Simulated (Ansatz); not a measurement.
# Sc (P6_3/mmc, 2 atoms in the cell): modes against biaxial strain in the (0001) plane, that of a and b

Wanted: the shifts of the zone-centre modes of Sc (P6_3/mmc, 2 atoms in the cell) with strain.

Method: DFT PBEsol, scalar-relativistic, plane waves, PAW; PAW set soft_1, in Ansatz 0.2.0.

### 1. The structure

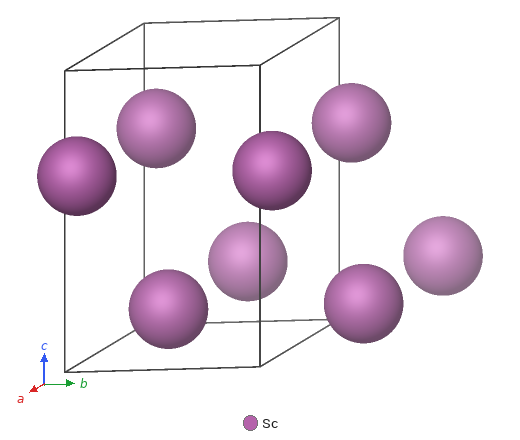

The cell as given, slightly off an axis (scandium purple). 2×2×1 cells are drawn.

### 2. Bringing the structure to rest

Harmonic phonons are second derivatives at a point where the forces vanish, and they are wanted at zero stress, so atoms and cell are relaxed first.

input.yaml

```yaml
crystal:
  lattice:
    - [3.309, 0.0, 0.0]
    - [-1.6545, 2.8656780611, 0.0]
    - [0.0, 0.0, 5.2733]
  atoms:
    - { symbol: Sc, position: [0.33333333, 0.66666667, 0.25] }
    - { symbol: Sc, position: [0.66666667, 0.33333333, 0.75] }
kpoints:
  mp_grid: { grid: [15, 15, 8] }
hamiltonian:
  xc: pbesol
  pseudopotentials: { kind: paw, azcp: { folder: soft_1 }, xc_functional: pbe }
scf:
  occupations: { method: gaussian, width: 0.1 }
output:
  forces: true
  stress: true
  eigenvalues: true
  write_density: true
  write_potential: true
  elf: true
  volumetric_format: npy
relax:
  adjacent_minimum: "off"
  f_tol: 0.005
  max_steps: 80
  cell: { stress_tol: 0.05 }
```

Started as:

```bash
$ ansatz run input.yaml --threads 4 --pin off --max-ram 10240MiB --backend cpu --events-out ev --progress --plain --runs-dir out
```

Numbers of over 12 decimals in the logs are rounded to 6 here.

What it wrote:

```text
Engine: ansatz 0.2.0, x86_64-unknown-linux-gnu
Pseudopotentials: kind: paw
Pseudopotential: Sc, paw, valence charge 11, recommended cutoff 420 eV (normal), soft_1/Sc.paw.azcp
Functional definition: PBEsol
  exchange = pbesol_x
  correlation = pbesol_c
Crystal: 2 atoms, lattice volume = 50.004 Å³
Basis set: ecut = 420 eV, 989 PW (Γ), exchange–correlation on 48×48×72 points (8 copies of the dense FFT grid, shifted against one another)
Bands: 15, of which v1, the nominal top of the filled ones, is band 11 counted from 1 (10 counted from 0)
Symmetry: 24 space group operations
Space group: P63/mmc (ITA 194), of the structure as read, at distance tolerance 3.7e-5 Å
k-points: 135 of 1800
Non-local potential: Sc, projectors of the file, l = 0: 3, l = 1: 2, l = 2: 3, l = 3: 1
PAW form: soft (Blöchl's): semilocal exchange-correlation on the pseudo side does not see the compensation charge
PAW frozen core: Sc, regenerated for the run's functional, and the local potential with it (the file was generated under x = pbe(κ = 0.804, μ = 0.219515), c = pbe(β = 0.066725))
PAW one-centre angular grid: Sc, 590 points (default); XC on 64 Gauss nodes
Initial density: superposition of atomic densities (chi_scale 0.1, normalization cell)
Initial wavefunctions: pseudopotential atomic-orbital guess
Functional: x = pbesol(κ = 0.804, μ = 0.123457), c = pbesol(β = 0.046)
SCF iter   1: F=—  HF=-4222.876806 eV  |F-HF|=—  |Δ(HF+E_count)|=         —  Δρ=2.59e-2  dr2=4.45e-1  ethr=3.10e-3  ⟨swp⟩=3.1  Hψ=7632  notcnv=0
preconditioner: auto → none  [metal: Δε(μ)=0.001 eV  Ē_g=2.657 eV  σ=0.100 eV  W_gap=0.01  n_scr=8 (ndim 8)  ℏωp=12.9 eV  f_vac=0.000  D(μ)=4.36/eV (n_scr^D=42)  sad-step TF]
SCF iter   2: F=—  HF=-4222.773542 eV  |F-HF|=—  |Δ(HF+E_count)|=   1.03e-1  Δρ=1.49e-2  dr2=1.60e-1  ethr=2.02e-3  ⟨swp⟩=2.0  Hψ=3571  notcnv=0  defer=11
SCF iter   3: F=—  HF=-4222.721426 eV  |F-HF|=—  |Δ(HF+E_count)|=   5.21e-2  Δρ=1.07e-3  dr2=3.24e-4  ethr=7.27e-4  ⟨swp⟩=3.0  Hψ=3784  notcnv=0  defer=11
SCF iter   4: F=—  HF=-4222.721740 eV  |F-HF|=—  |Δ(HF+E_count)|=   3.14e-4  Δρ=7.24e-5  dr2=1.34e-6  ethr=1.47e-6  ⟨swp⟩=2.2  Hψ=3492  notcnv=0  defer=11
SCF iter   5: F=—  HF=-4222.721726 eV  |F-HF|=—  |Δ(HF+E_count)|=   1.34e-5  Δρ=2.29e-5  dr2=2.58e-7  ethr=6.07e-9  ⟨swp⟩=2.0  Hψ=3561  notcnv=0  defer=11
SCF iter   6: F=-4222.721726 eV  HF=-4222.721726 eV  |F-HF|=3.55e-10  |Δ(HF+E_count)|=   9.25e-8  Δρ=1.29e-6  dr2=8.42e-10  ethr=4.55e-10  ⟨swp⟩=7.5  Hψ=11815  notcnv=0
SCF 1 converged in 6 iterations: F = -4222.721726 eV  dr2 = 8.42e-10
  greatest PAW one-centre occupation: 0.998 electrons in one spin orbital (limit 2), on the Sc atom at site 1 (counted from 0), in its partial waves of l = 0
relax step   1: F+E_penalty+E_count = -4222.72172621 eV  Δ(F+E_penalty+E_count) = +0.000e0 eV  max|allowed force component| = 7.864e-17 eV/Å  Δτ_max = 0.0000 Å  P = -2.865 GPa  Ω = 50.004 Å³  (6 SCF iters, dr2 threshold 1.00e-7 eV, accepted)
Crystal: 2 atoms, lattice volume = 46.748 Å³
Basis set: ecut = 420 eV, 929 PW (Γ), exchange–correlation on 48×48×72 points (8 copies of the dense FFT grid, shifted against one another)
Initial density: handed on by an earlier stage of this run
Initial wavefunctions: those handed on with the density
iter 1 solved again at ethr=1.33e-6 eV; its pass at ethr=3.10e-3 eV (dr2=2.93e-4 eV) is discarded
SCF iter   1: F=—  HF=-4222.750965 eV  |F-HF|=—  |Δ(HF+E_count)|=         —  Δρ=9.89e-4  dr2=3.00e-4  ethr=1.33e-6  ⟨swp⟩=2.2  Hψ=15208  notcnv=0
preconditioner: auto → none  [metal: Δε(μ)=0.013 eV  Ē_g=2.577 eV  σ=0.100 eV  W_gap=0.07  n_scr=8 (ndim 8)  ℏωp=13.3 eV  f_vac=0.000  D(μ)=3.82/eV (n_scr^D=36)]
SCF iter   2: F=—  HF=-4222.750946 eV  |F-HF|=—  |Δ(HF+E_count)|=   1.90e-5  Δρ=4.17e-4  dr2=3.51e-5  ethr=1.33e-6  ⟨swp⟩=2.1  Hψ=2633  notcnv=0
SCF iter   3: F=—  HF=-4222.750954 eV  |F-HF|=—  |Δ(HF+E_count)|=   7.67e-6  Δρ=1.02e-4  dr2=2.01e-6  ethr=1.60e-7  ⟨swp⟩=2.1  Hψ=2601  notcnv=0
iter 4 did not close the SCF: its close was put off for the readings that it lacked (scf_convergence_deferred on its scf_iter line)
SCF iter   4: F=-4222.750955 eV  HF=-4222.750955 eV  |F-HF|=7.27e-9  |Δ(HF+E_count)|=   1.49e-6  Δρ=1.16e-5  dr2=5.76e-8  ethr=9.11e-9  ⟨swp⟩=2.9  Hψ=3612  notcnv=0
iter 5 did not close the SCF: its close was put off for the readings that it lacked (scf_convergence_deferred on its scf_iter line)
SCF iter   5: F=-4222.750955 eV  HF=-4222.750955 eV  |F-HF|=1.82e-10  |Δ(HF+E_count)|=   3.97e-9  Δρ=9.60e-7  dr2=2.74e-10  ethr=2.62e-10  ⟨swp⟩=2.3  Hψ=2716  notcnv=0
SCF iter   6: F=-4222.750955 eV  HF=-4222.750955 eV  |F-HF|=9.09e-13  |Δ(HF+E_count)|=  1.05e-10  Δρ=1.49e-7  dr2=3.49e-12  ethr=1.24e-12  ⟨swp⟩=3.1  Hψ=8128  notcnv=0
SCF 2 converged in 6 iterations: F = -4222.750955 eV  dr2 = 3.49e-12
relax step   2: F+E_penalty+E_count = -4222.75095542 eV  Δ(F+E_penalty+E_count) = -2.923e-2 eV  max|allowed force component| = 1.758e-16 eV/Å  Δτ_max = 0.0000 Å  P = +0.662 GPa  Ω = 46.748 Å³  energy of the carried Pulay correction = +4.739e-5 eV  (6 SCF iters, dr2 threshold 2.00e-7 eV, accepted)
Crystal: 2 atoms, lattice volume = 47.269 Å³
Basis set: ecut = 420 eV, 953 PW (Γ), exchange–correlation on 48×48×72 points (8 copies of the dense FFT grid, shifted against one another)
iter 1 solved again at ethr=5.35e-8 eV; its pass at ethr=3.10e-3 eV (dr2=1.18e-5 eV) is discarded
SCF iter   1: F=—  HF=-4222.752477 eV  |F-HF|=—  |Δ(HF+E_count)|=         —  Δρ=1.93e-4  dr2=1.71e-5  ethr=5.35e-8  ⟨swp⟩=2.0  Hψ=13813  notcnv=0
preconditioner: auto → none  [metal: Δε(μ)=0.014 eV  Ē_g=2.556 eV  σ=0.100 eV  W_gap=0.08  n_scr=8 (ndim 8)  ℏωp=13.2 eV  f_vac=0.000  D(μ)=3.86/eV (n_scr^D=42)]
SCF iter   2: F=—  HF=-4222.752456 eV  |F-HF|=—  |Δ(HF+E_count)|=   2.04e-5  Δρ=7.07e-5  dr2=1.68e-6  ethr=5.35e-8  ⟨swp⟩=2.3  Hψ=2809  notcnv=0
iter 3 did not close the SCF: its close was put off for the readings that it lacked (scf_convergence_deferred on its scf_iter line)
SCF iter   3: F=-4222.752457 eV  HF=-4222.752457 eV  |F-HF|=4.86e-8  |Δ(HF+E_count)|=   2.97e-7  Δρ=1.81e-5  dr2=8.31e-8  ethr=7.62e-9  ⟨swp⟩=2.0  Hψ=2383  notcnv=0
iter 4 did not close the SCF: its close was put off for the readings that it lacked (scf_convergence_deferred on its scf_iter line)
SCF iter   4: F=-4222.752457 eV  HF=-4222.752457 eV  |F-HF|=2.44e-10  |Δ(HF+E_count)|=   5.68e-8  Δρ=2.99e-6  dr2=3.85e-9  ethr=3.78e-10  ⟨swp⟩=2.4  Hψ=2906  notcnv=0
iter 5 did not close the SCF: its close was put off for the readings that it lacked (scf_convergence_deferred on its scf_iter line)
SCF iter   5: F=-4222.752457 eV  HF=-4222.752457 eV  |F-HF|=6.37e-12  |Δ(HF+E_count)|=  6.77e-10  Δρ=2.41e-7  dr2=1.11e-11  ethr=1.75e-11  ⟨swp⟩=2.7  Hψ=3567  notcnv=0
SCF iter   6: F=-4222.752457 eV  HF=-4222.752457 eV  |F-HF|=2.73e-12  |Δ(HF+E_count)|=  3.64e-12  Δρ=2.86e-8  dr2=1.69e-13  ethr=1.00e-12  ⟨swp⟩=3.1  Hψ=7651  notcnv=0
SCF 3 converged in 6 iterations: F = -4222.752457 eV  dr2 = 1.69e-13
relax step   3: F+E_penalty+E_count = -4222.75245659 eV  Δ(F+E_penalty+E_count) = -1.501e-3 eV  max|allowed force component| = 3.516e-16 eV/Å  Δτ_max = 0.0000 Å  P = +0.003 GPa  Ω = 47.269 Å³  energy of the carried Pulay correction = +3.928e-5 eV  (6 SCF iters, dr2 threshold 2.00e-7 eV, accepted)
[...]
relax step   4: F+E_penalty+E_count = -4222.75247866 eV  Δ(F+E_penalty+E_count) = -2.208e-5 eV  max|allowed force component| = 7.401e-17 eV/Å  Δτ_max = 0.0000 Å  P = +0.001 GPa  Ω = 47.267 Å³  energy of the carried Pulay correction = +3.924e-5 eV  (6 SCF iters, accepted)
Initial wavefunctions: pseudopotential atomic-orbital guess (no wavefunctions were taken with the density)
iter 1 solved again at ethr=1.55e-9 eV; its pass at ethr=3.10e-3 eV (dr2=3.40e-7 eV) is discarded
SCF iter   1: F=—  HF=-4222.752445 eV  |F-HF|=—  |Δ(HF+E_count)|=         —  Δρ=1.51e-5  dr2=9.74e-9  ethr=1.55e-9  ⟨swp⟩=3.0  Hψ=14023  notcnv=0
SCF iter   2: F=—  HF=-4222.752429 eV  |F-HF|=—  |Δ(HF+E_count)|=   1.62e-5  Δρ=7.57e-6  dr2=2.70e-9  ethr=4.43e-11  ⟨swp⟩=2.3  Hψ=3334  notcnv=0
SCF iter   3: F=—  HF=-4222.752429 eV  |F-HF|=—  |Δ(HF+E_count)|=   7.27e-9  Δρ=3.54e-7  dr2=5.25e-11  ethr=1.23e-11  ⟨swp⟩=2.6  Hψ=3210  notcnv=0
iter 4 did not close the SCF: its close was put off for the readings that it lacked (scf_convergence_deferred on its scf_iter line)
SCF iter   4: F=-4222.752429 eV  HF=-4222.752429 eV  |F-HF|=3.64e-12  |Δ(HF+E_count)|=  1.82e-11  Δρ=8.91e-8  dr2=1.05e-12  ethr=1.00e-12  ⟨swp⟩=1.9  Hψ=2458  notcnv=0
iter 5 did not close the SCF: its close was put off for the readings that it lacked (scf_convergence_deferred on its scf_iter line)
SCF iter   5: F=-4222.752429 eV  HF=-4222.752429 eV  |F-HF|=9.09e-13  |Δ(HF+E_count)|=  1.82e-12  Δρ=1.52e-8  dr2=5.89e-14  ethr=1.00e-12  ⟨swp⟩=1.0  Hψ=2025  notcnv=0
iter 6 did not close the SCF: its close was put off for the readings that it lacked (scf_convergence_deferred on its scf_iter line)
SCF iter   6: F=-4222.752429 eV  HF=-4222.752429 eV  |F-HF|=0.00e0  |Δ(HF+E_count)|=    0.00e0  Δρ=2.46e-9  dr2=1.06e-15  ethr=1.00e-12  ⟨swp⟩=1.0  Hψ=2025  notcnv=0
iter 7 did not close the SCF: its close was put off for the readings that it lacked (scf_convergence_deferred on its scf_iter line)
SCF iter   7: F=-4222.752429 eV  HF=-4222.752429 eV  |F-HF|=0.00e0  |Δ(HF+E_count)|=    0.00e0  Δρ=4.11e-10  dr2=4.58e-17  ethr=1.00e-12  ⟨swp⟩=1.0  Hψ=2025  notcnv=0
SCF iter   8: F=-4222.752429 eV  HF=-4222.752429 eV  |F-HF|=0.00e0  |Δ(HF+E_count)|=    0.00e0  Δρ=6.61e-11  dr2=9.91e-19  ethr=1.00e-12  ⟨swp⟩=1.0  Hψ=4590  notcnv=0
SCF 5 converged in 8 iterations: F = -4222.752429 eV  dr2 = 9.91e-19
relax step   5: F+E_penalty+E_count = -4222.75242890 eV  Δ(F+E_penalty+E_count) = +4.977e-5 eV  max|allowed force component| = 7.401e-17 eV/Å  Δτ_max = 0.0000 Å  P = +0.002 GPa  Ω = 47.267 Å³  stress off target by 2.09e-3 GPa  SCF on the basis re-selected at this cell (its energy is not comparable with the rows above)  (8 SCF iters)
basis re-selected at this cell: Δ(F+E_penalty+E_count) = +4.977e-5 eV, ΔP = +0.001 GPa vs the last step (what re-selecting the basis moved, of the pressure what is left beyond the Pulay correction that the steps carried, after the strain that the cell walked since its last selection, with what the two solves' SCF thresholds leave and, on support functions, any second-order correction that the steps lacked; it is no m [...]
SCF converged after 8 iterations
Free energy (F): -4222.752429 eV
Harris-Foulkes:  -4222.752429 eV  (|F-HF|=0.00e0)
Internal energy: -4222.733205 eV  (E = F + TS)
E sigma→0 (E₀):  -4222.742817 eV
Entropy (-TS):   -0.019224 eV (-9.612 meV/atom)
Fermi energy:    9.496153 eV
--- Per-component energies (eV) ---
  E_band       = -328.251310
  E_kinetic    = 413.521399
  E_local      = -1661.790663  (includes V_loc(G=0)·N_el)
  E_nonlocal   = 288.738022
  E_hartree    = 592.929015
  E_xc         = -169.095537
  E_vxc        = -208.729349  (∫ρ·V_xc dr)
  E_paw        = -1934.408627  (= ΣΔE_a)
  E_vpaw       = -345.848831  (= ΣTr[D̂ρ^β])
  E_aug_tail   = 0.000080  (compensation charges beyond the density's cutoff)
  E_ewald      = -1752.884946
  E_core_change = 0.258050  (= ΣΔE_core)
  E_smearing   = -0.019224  (= −TS)
  E_closure    = 0.000000  (closes the sum)
  Σ components = -4222.752429   (vs F -4222.752429, Δ=0.00e0)
--- Forces (eV/Å), atoms counted from 1 ---
  atom   1  Sc     0.00000000    -0.00000000     0.00000000
  atom   2  Sc     0.00000000     0.00000000    -0.00000000
  max |Σ_I F_I| component: 1.85e-17 eV/Å
--- Stress (GPa, compression-positive) ---
        0.002089       0.000000       0.000000
        0.000000       0.002089      -0.000000
        0.000000      -0.000000       0.001789
  P = ⅓ Tr σ = 0.0020 GPa (0.020 kbar)
--- Band table (eV; the first three rows and the last of 135) ---
  k-point 0: bands = [... 7 lower, -18.0446, 4.2932, 7.8051, 10.2441, 11.1335, 11.1335, 11.4389, 11.6189]
  k-point 1: bands = [... 7 lower, -18.0650, 4.4040, 7.6706, 10.1785, 11.0720, 11.0720, 11.3628, 11.5463]
  k-point 2: bands = [... 7 lower, -18.0907, 4.7283, 7.2511, 10.1281, 10.9867, 10.9867, 11.1495, 11.3740]
  k-point 134: bands = [... 7 lower, -18.1293, 9.0655, 9.0655, 9.3424, 9.3424, 9.7995, 9.7995, 11.9893]
--- Relaxed structure (4 steps of the walk, 4 accepted, 1 SCFs on fresh bases) ---
  F+E_penalty+E_count = -4222.75242890 eV   max|allowed force component| = 7.401e-17 eV/Å   (the final SCF, on the basis selected at the relaxed cell)
  cell:  # Å, volume = 47.2674 Å³
    - [3.277011, 0.0, 0.0]
    - [-1.638506, 2.837975, 0.0]
    - [0.0, 0.0, 5.082473]
  atoms:
    - { symbol: Sc, position: [0.333333, 0.666667, 0.250000] }
    - { symbol: Sc, position: [0.666667, 0.333333, 0.750000] }
```

Wall time 22 s (4 threads of Intel Xeon at 2.50GHz (Skylake/Cascade Lake), shared host); peak memory 0.45 GiB; 67 s of CPU time.

Step by step:

```
step  energy less that of the first step (eV)  largest force component (eV/Å)  pressure (GPa)  volume (Å³)
   1                                   0.0000                          0.0000           -2.87        50.00
   2                                  -0.0292                          0.0000            0.66        46.75
   3                                  -0.0307                          0.0000            0.00        47.27
   4                                  -0.0308                          0.0000            0.00        47.27
  5*                                  -0.0307                          0.0000            0.00        47.27
```

Relaxation steps marked * repeat the geometry before them on a plane-wave basis chosen anew for their cell, so energy and pressure can jump there.

The run keeps the 24 symmetry operations that it works with, so distortions that break them were not tested.

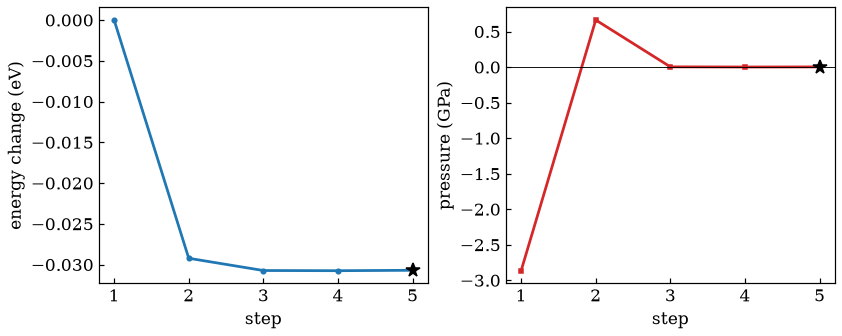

Energy and pressure along the relaxation. Stars mark steps on a basis chosen anew.

```
conventional cell, symmetrised  before  after  change
                         a (Å)   3.309  3.277  -1.0 %
                         b (Å)   3.309  3.277  -1.0 %
                         c (Å)   5.273  5.082  -3.6 %
              volume (Å³/atom)   25.00  23.63  -5.5 %
```

The relaxed structure:

```cif
data_structure
_symmetry_space_group_name_H-M 'P 1'
_symmetry_Int_Tables_number 1
_cell_length_a 3.2770
_cell_length_b 3.2770
_cell_length_c 5.0825
_cell_angle_alpha 90.000
_cell_angle_beta 90.000
_cell_angle_gamma 120.000
_cell_volume 47.27
loop_
_atom_site_label
_atom_site_type_symbol
_atom_site_fract_x
_atom_site_fract_y
_atom_site_fract_z
_atom_site_occupancy
Sc1 Sc 0.33333 0.66667 0.25000 1
Sc2 Sc 0.66667 0.33333 0.75000 1
```

Numbers from this step:

| Quantity | Value |
| --- | --- |
| pressure | 0.001989 GPa |
| volume per atom | 23.63 Å³ |
| gap on the k-mesh | 0 eV |

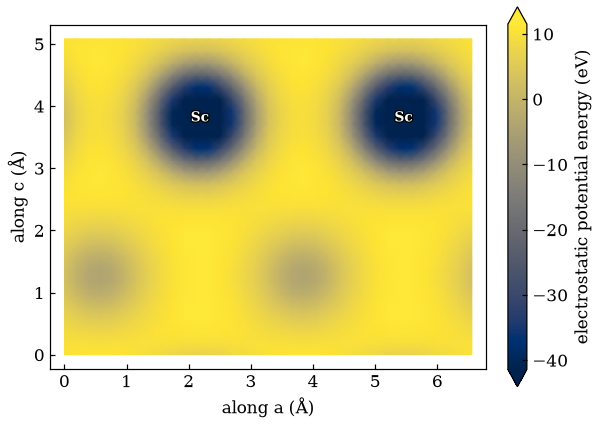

Electrostatic potential energy in the ac plane at fractional y = 0.333, with atoms of Sc within 0.2 Å of it. With pseudopotentials it is smooth inside the atoms' cores, unlike the true potential.

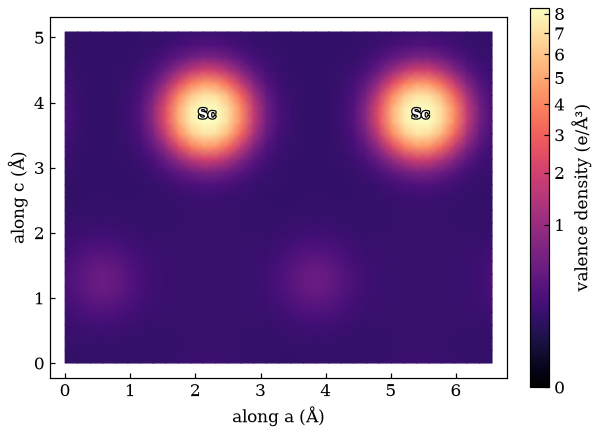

Valence density in the ac plane at fractional y = 0.333, with atoms of Sc within 0.2 Å of it. It is the smooth field of the valence electrons, not physical close to the nuclei. The colour scale is stretched toward low values.

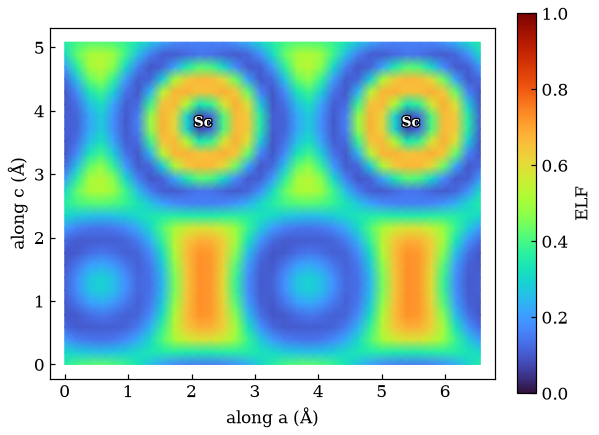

ELF in the ac plane at fractional y = 0.333, with atoms of Sc within 0.2 Å of it. It is the smooth field of the valence electrons, not physical close to the nuclei.

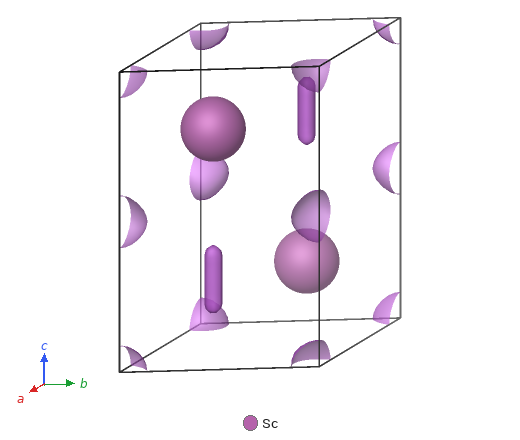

Surface of ELF = 0.72.

In this step the volume went from 25.00 to 23.63 Å³/atom.

### 3. Tight relaxation

Phonons need small forces and stress, so the relaxation is finished with tight tolerances on 15×15×8 k points.

input.yaml, the sections that differ from step 2:

```yaml
crystal:
  lattice:
    - [3.2770113321, 0.0, 0.0]
    - [-1.638505666, 2.8379750621, 0.0]
    - [0.0, 0.0, 5.0824729127]
  atoms:
    - { symbol: Sc, position: [0.3333333333, 0.6666666667, 0.25] }
    - { symbol: Sc, position: [0.6666666667, 0.3333333333, 0.75] }
scf:
  occupations: { method: methfessel_paxton, width: 0.2 }
output:
  forces: true
  stress: true
  eigenvalues: true
relax:
  adjacent_minimum: "off"
  f_tol: 0.001
  max_steps: 60
  cell: { stress_tol: 0.01 }
# kpoints, hamiltonian: as in step 2
```

What it wrote:

```text
[...]
Crystal: 2 atoms, lattice volume = 47.267 Å³
Basis set: ecut = 420 eV, 953 PW (Γ), exchange–correlation on 48×48×72 points (8 copies of the dense FFT grid, shifted against one another)
Bands: 15, of which v1, the nominal top of the filled ones, is band 11 counted from 1 (10 counted from 0)
Symmetry: 24 space group operations
[...]
k-points: 135 of 1800
[...]
k-point 134: bands = [... 7 lower, -18.1300, 9.0645, 9.0645, 9.3422, 9.3422, 9.7990, 9.7990, 11.9891]
--- Relaxed structure (2 steps of the walk, 2 accepted, 1 SCFs on fresh bases) ---
[...]
cell:  # Å, volume = 47.2669 Å³
    - [3.277680, -2.8873350792737042e-11, 0.0]
    - [-1.638840, 2.838554, 0.0]
    - [0.0, 0.0, 5.080351]
  atoms:
    - { symbol: Sc, position: [0.333333, 0.666667, 0.25] }
    - { symbol: Sc, position: [0.666667, 0.333333, 0.75] }
[key lines of the parts left out:]
SCF converged after 4 iterations
Free energy (F): -4222.743206 eV
Fermi energy:    9.494631 eV
P = ⅓ Tr σ = -0.0020 GPa (-0.020 kbar)
```

Elapsed: 13 s, on 4 threads; peak memory 0.43 GiB; 37 s of CPU time.

Little changed from the start: no atom moved by 0.005 Å and no cell edge by 0.1 %.

This step gave:

```yaml
pressure: -0.001986 GPa
```

The forces vanish by symmetry and the pressure is -0.002 GPa, within the tolerances set. The cell now holds 23.63 Å³/atom.

[end of part 1 of 2]

[Logs are printed without paths, hosts, clocks, repeated set-up lines and the standing remarks that a program may print on its own settings, such as how far it seeks lower states.]

[Hosts, paths, dates, database ids (printed as entryN), source tags and the programs' standing remarks are cut or masked in the printed files.]
